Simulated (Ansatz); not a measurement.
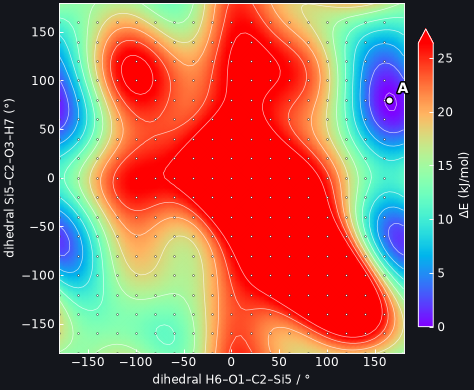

CH5FO2Si, SMILES OC(O)(F)[SiH3]. Coordinates scanned: (1) dihedral H6–O1–C2–Si5; (2) dihedral Si5–C2–O3–H7. Nothing is relaxed (all other coordinates rigid). The scan uses an 18 × 18 grid. Points are written as (first, second). Energies: kJ/mol, counted from the lowest grid point. Level of theory: RKS SPW92 (LDA)/def2-SVP in Ansatz.

The picture shows a smooth colour map with a few white contour lines, dots at the grid points, one colour for all values above the top of the scale, the point A. Between grid points the surface is interpolated.

Find the lowest pass out of the well at A.

The easiest path leads from the well at about (165°, 80°) to the well at about (−180°, −65°), about 2.1 kJ/mol higher (on a rigid scan; wells that are mirror images or exchange like atoms can differ by this much). Its highest point lies about 11 kJ/mol above the bottom of the first well on the interpolated surface, at about (165°, 0°). Seen from the upper well the barrier is about 8.5 kJ/mol. This is the barrier on the constrained surface; relaxing the other coordinates would change it.

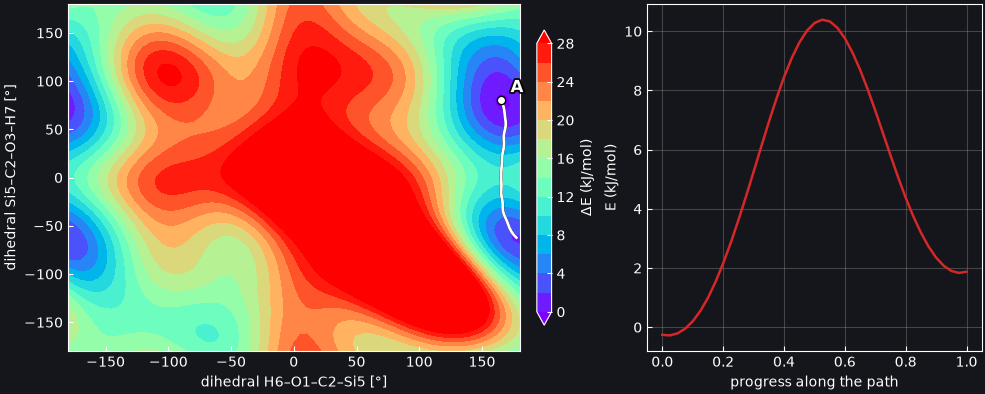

Drawn: filled contours, a line along the lowest path, one colour for all values above the top of the scale, the energy along the path at the right. Between grid points the surface is interpolated.
